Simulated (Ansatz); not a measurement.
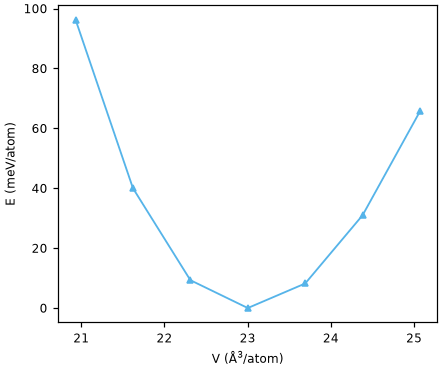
Figure: Pt (diamond, Fd-3m) under volume change, plane-wave PAW PBEsol (Ansatz code), scaled uniformly.

Task: What does a third-order Birch–Murnaghan fit give for V₀, B₀ and B′?

Result: V₀ = 23.00 Å³/atom, B₀ = 136 GPa, B′ = 5.4.

The start of the workflow was typed in or built on a structure type; neither database checked (COD, Materials Project) lists it. It is not the phase usual at ambient conditions (space group No. 225). The PBEsol relaxation kept the symmetry of its start. At this level the phase is mechanically unstable. The run is not spin-polarised. Spin–orbit coupling is left out wherever it is not named.

Potentials: the later of the program's two PAW sets.
